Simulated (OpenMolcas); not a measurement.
**SnSiH6 (SMILES [SiH3][SnH3]) at 5 levels**

We compute a comparison of 5 runs (HF/STO-3G, BHLYP/def2-SVPD, M06-2X/def2-SVPD, M06-L/def2-SVPD, TPSS/def2-SVPD) of SnSiH6. 

The calculation is run with OpenMolcas 26.06.

## (1) The system as given

The species is SnSiH6 (8 atoms), meant as a singlet with charge 0. SMILES: `[SiH3][SnH3]`. Geometry: relaxed at PBE0-D4/def2-TZVP.

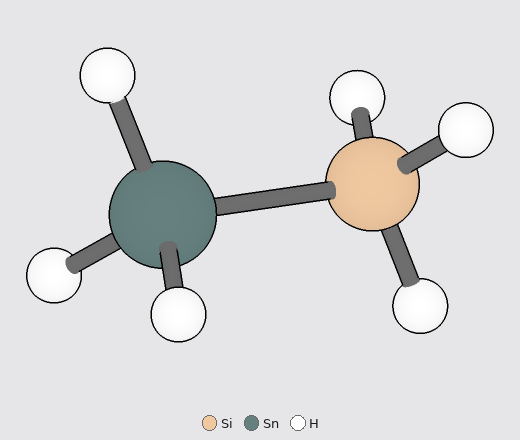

Viewed from a chosen angle; silicon light orange, tin teal, hydrogen white.

## (2) Energy and gradient at HF/STO-3G (run 1)

Input file run.input:

```
* H6SiSn Hartree-Fock
>>> EXPORT MOLCAS_PRINT=2

&GATEWAY
  BasLib=$CurrDir
  Coord
  8
  angstrom
  Si      -0.621900       0.121300      -1.152100
  Sn       0.611700      -0.129400       1.077500
  H       -2.070400       0.355200      -0.912500
  H       -0.465000      -1.112000      -1.967300
  H       -0.071600       1.272400      -1.915300
  H        0.450400       1.285900       2.019300
  H        2.276200      -0.410700       0.820500
  H       -0.017200      -1.439600       1.974000
  Basis=STO-3G
  Group=NoSym

&SEWARD

&SCF
  Thresholds=1e-10 1e-07 1e-07 1e-05
  PrOrbitals=1 2

&ALASKA
```

The basis set STO-3G is read from a file made from the Basis Set Exchange's data (not shown).

Command:

```
$ export MOLCAS_MEM=1860
$ pymolcas run.input > run.log
```

The log of the run:

```text
--- Start Module: gateway ---
[...]
--- Stop Module: gateway /rc=_RC_ALL_IS_WELL_ ---
[...]
      Basis functions           42
[...]
--- Start Module: scf ---
[...]
       Convergence after   8 Iterations
[...]
::    Total SCF energy                              -6252.4068851765
[...]
      Total spin, S                                     0.0000000000
[...]
      Total electronic charge=   70.000000
      Total            charge=   -0.000000
[...]
      Dipole Moment (debye):
      Origin of the operator (angstrom)=    0.3641   -0.0791    0.6301
                   X= -5.5817E-02               Y=  8.9437E-03               Z= -1.0287E-01           Total=  1.1738E-01
      Quadrupole Moment (debye*angstrom):
[...]
--- Stop Module: scf /rc=_RC_ALL_IS_WELL_ ---
[...]
--- Start Module: alaska ---
[...]
 *              Molecular gradients               *
 **************************************************
  Irreducible representation: a
 ------------------------------------------------------------------------------------------
                              X                       Y                       Z
 ------------------------------------------------------------------------------------------
  SI1               5.19718414541970E-03   -1.10474904205926E-03    9.34905394144536E-03
  SN2              -7.99456029949575E-03    1.57175587488290E-03   -1.44998231092437E-02
  H3               -3.11471481800565E-02    4.96601470962510E-03    8.42447119854726E-03
  H4                5.19815323457681E-03   -2.82563048175835E-02   -1.54815010052642E-02
  H5                1.41174551099192E-02    2.57485322387518E-02   -1.42889776007715E-02
  H6               -2.11755064081276E-03    2.17836918917733E-02    1.52193594984267E-02
  H7                2.60644074712388E-02   -4.41621939318693E-03   -3.26429994052191E-03
  H8               -9.31794084080195E-03   -2.02927214621820E-02    1.45417170173312E-02
[...]
--- Stop Module: alaska /rc=_RC_ALL_IS_WELL_ ---
[...]
```

Wall time 6.3 s (1 thread of AMD EPYC 7R43 (Zen 3), shared host); peak memory 0.37 GiB.

## (3) Energy and gradient at BHLYP/def2-SVPD (core potential) (run 2)

Input file run.inp:

```
* H6SiSn Kohn-Sham DFT

&GATEWAY
  BasLib=$CurrDir
  BasisSet
  Si.def2-SVPD....
  Si1 -0.621900 0.121300 -1.152100 angstrom
  End of Basis
  BasisSet
  Sn.def2-SVPD....
  Sn2 0.611700 -0.129400 1.077500 angstrom
  End of Basis
  BasisSet
  H.def2-SVPD....
  H3 -2.070400 0.355200 -0.912500 angstrom
  H4 -0.465000 -1.112000 -1.967300 angstrom
  H5 -0.071600 1.272400 -1.915300 angstrom
  H6 0.450400 1.285900 2.019300 angstrom
  H7 2.276200 -0.410700 0.820500 angstrom
  H8 -0.017200 -1.439600 1.974000 angstrom
  End of Basis

&SEWARD
  GridInput
  Grid=UltraFine
  End of Grid

&SCF
  KSDFT=HYB_GGA_XC_BHANDHLYP
  Thresholds=1e-10 1e-07 1e-07 1e-05
  PrOrbitals=0

&ALASKA
```

The basis set def2-SVPD is read from a file made from the Basis Set Exchange's data (not shown).

Command:

```
$ export MOLCAS_MEM=1860
$ pymolcas run.inp > run.log
```

The log of the run:

```text
--- Start Module: gateway ---
[...]
--- Stop Module: gateway /rc=_RC_ALL_IS_WELL_ ---
[...]
      Basis functions          104
[...]
--- Start Module: scf ---
[...]
       Convergence after  11 Iterations
[...]
::    Total KS-DFT energy                            -507.1952259004
[...]
      Total spin, S                                     0.0000000000
[...]
      Total electronic charge=   42.000000
      Total            charge=   -0.000000
[...]
      Dipole Moment (debye):
      Origin of the operator (angstrom)=    0.3641   -0.0791    0.6301
                   X= -1.6186E-01               Y=  3.1131E-02               Z= -2.9405E-01           Total=  3.3710E-01
      Quadrupole Moment (debye*angstrom):
[...]
--- Stop Module: scf /rc=_RC_ALL_IS_WELL_ ---
[...]
--- Start Module: alaska ---
[...]
 *              Molecular gradients               *
 **************************************************
  Irreducible representation: a
 ------------------------------------------------------------------------------------------
                              X                       Y                       Z
 ------------------------------------------------------------------------------------------
  SI1               2.30226733746708E-03   -4.87455201618303E-04    4.15582988029151E-03
  SN2              -1.44943176338508E-03    2.72046175370244E-04   -2.63828263431520E-03
  H3               -1.83634549256606E-03    2.95780191500672E-04    4.05880012944504E-04
  H4                2.53107575261813E-04   -1.61136219460722E-03   -9.76709101279116E-04
  H5                7.67403544770673E-04    1.50641321717204E-03   -9.01871113678343E-04
  H6               -4.18153512285468E-05    1.03479834833831E-04   -5.74527025953842E-08
  H7                6.30434270583180E-05   -8.36252146507732E-06   -5.07760263226964E-05
  H8               -5.82292774220505E-05   -7.05395011784127E-05    5.98643509119867E-06
[...]
--- Stop Module: alaska /rc=_RC_ALL_IS_WELL_ ---
[...]
```

Wall time 69 s (1 thread of AMD EPYC 7R43 (Zen 3), shared host); peak memory 0.58 GiB.

Runs 3 to 4 aren't shown in full; the table further down has their settings and results.

## (4) Energy and forces at TPSS/def2-SVPD (core potential) (run 5)

Input file mol.xyz:

```xyz
8

Si    -0.621900     0.121300    -1.152100
Sn     0.611700    -0.129400     1.077500
H     -2.070400     0.355200    -0.912500
H     -0.465000    -1.112000    -1.967300
H     -0.071600     1.272400    -1.915300
H      0.450400     1.285900     2.019300
H      2.276200    -0.410700     0.820500
H     -0.017200    -1.439600     1.974000
```

Input file run.input:

```
* H6SiSn Kohn-Sham DFT
&GATEWAY
BASLIB=$CurrDir
COORD=mol.xyz
BASIS=def2-SVPD
GROUP=NoSym
&SEWARD
GRIDINPUT
Grid=UltraFine
End of Grid
&SCF
KSDFT=2
1.0 MGGA_X_TPSS
1.0 MGGA_C_TPSS
THRESHOLDS=1e-10 1e-07 1e-07 1e-05
PRORBITALS=1 1
&ALASKA
```

The basis set def2-SVPD is read from a file made from the Basis Set Exchange's data (not shown).

Command:

```
$ export MOLCAS_MEM=1860
$ pymolcas run.input > run.log
```

The log of the run:

```text
--- Start Module: gateway ---
[...]
--- Stop Module: gateway /rc=_RC_ALL_IS_WELL_ ---
[...]
      Basis functions          104
[...]
--- Start Module: scf ---
[...]
       Convergence after  12 Iterations
[...]
::    Total KS-DFT energy                            -507.2226728608
[...]
      Total spin, S                                     0.0000000000
[...]
      Total electronic charge=   42.000000
      Total            charge=   -0.000000
[...]
      Dipole Moment (debye):
      Origin of the operator (angstrom)=    0.3641   -0.0791    0.6301
                   X= -1.4895E-01               Y=  2.8731E-02               Z= -2.7056E-01           Total=  3.1018E-01
      Quadrupole Moment (debye*angstrom):
[...]
--- Stop Module: scf /rc=_RC_ALL_IS_WELL_ ---
[...]
--- Start Module: alaska ---
[...]
 *              Molecular gradients               *
 **************************************************
  Irreducible representation: a
 ------------------------------------------------------------------------------------------
                              X                       Y                       Z
 ------------------------------------------------------------------------------------------
  SI1               9.51599991345198E-04   -2.12772614044177E-04    1.72725695787079E-03
  SN2              -7.90872698388512E-05   -1.08443172428530E-05   -1.61112350099302E-04
  H3                1.59330155766924E-03   -2.63273442590917E-04   -2.60526792055238E-05
  H4               -3.71778648858290E-05    1.23481245275547E-03    1.04376438046572E-03
  H5               -4.37402207854376E-04   -1.17467385241765E-03    9.93825282764593E-04
  H6                1.63468538223022E-04   -2.55499948838533E-03   -1.95866629440644E-03
  H7               -3.18368578765327E-03    5.43102718353450E-04    2.55714271022500E-04
  H8                1.02898304295751E-03    2.43864854356168E-03   -1.87472956820178E-03
[...]
--- Stop Module: alaska /rc=_RC_ALL_IS_WELL_ ---
[...]
```

Run time: 96 s. Hardware: 1 thread of AMD EPYC 7R43 (Zen 3), shared host; peak memory 0.59 GiB.

## (5) All runs side by side

| run | level | integration grid | energy (Eh) | dipole moment (D) | HOMO energy (eV) | LUMO energy (eV) | wall time |
| --- | --- | --- | --- | --- | --- | --- | --- |
| 1 | HF/STO-3G | – | -6252.406885 | 0.12 | -8.17 | 10.29 | 6.3 s |
| 2 | BHLYP/def2-SVPD (core potential) | UltraFine | -507.195226 | 0.34 | -8.95 | 0.42 | 69 s |
| 3 | M06-2X/def2-SVPD (core potential) | UltraFine | -507.163779 | 0.31 | -8.92 | 0.34 | 90 s |
| 4 | M06-L/def2-SVPD (core potential) | UltraFine | -507.428523 | 0.16 | -7.05 | -0.23 | 93 s |
| 5 | TPSS/def2-SVPD (core potential) | UltraFine | -507.222673 | 0.31 | -7.11 | -0.76 | 96 s |

## (6) Outcome

| quantity | value |
| --- | --- |
| run 5: total energy | -507.22267 Eh |
| run 5: dipole moment | 0.31 D |
| run 5: HOMO energy | -7.11 eV |
| run 5: LUMO energy | -0.76 eV |
| run 5: HOMO–LUMO gap | 6.35 eV |
| run 5: largest force on an atom | 0.167 eV/Å |

The dipole moment (its size) runs from 0.12 D (HF/STO-3G) to 0.34 D (BHLYP/def2-SVPD). The two ends differ in method and basis and core potential. The HOMO–LUMO gap runs from 6.35 eV (TPSS/def2-SVPD) to 18.46 eV (HF/STO-3G). Totals of different functionals can't be ranked against each other. Some runs of one species differ in core potentials or relativity; totals across that change don't compare. In run 1 the basis is minimal, so the values are rough. In run 1 relativity is left out where basis or elements ask for it. All runs together took 5.9 min, the longest 96 s.
